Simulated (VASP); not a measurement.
Band structure of YSi (relaxed from the CsCl structure, space group Pm-3m). Method: PBEsol GGA, VASP's PBE PAW potentials (set 64) (plane waves; VASP).

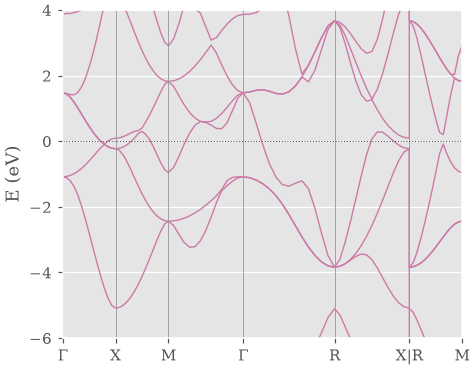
Bands along high-symmetry lines, zero at the valence-band maximum or, without a gap, the Fermi level

**Question.** Read the plot: is there a gap, and where are the band edges?

**Answer.** It has no gap at this level: it comes out as a metal or semimetal. (Edges off the drawn lines would not show.)

The structure was generated: YSi was put into the CsCl type (Pm-3m), which need not be its known phase. It was relaxed first. The electron count is odd and the run is not spin-polarised, which forces a metal.
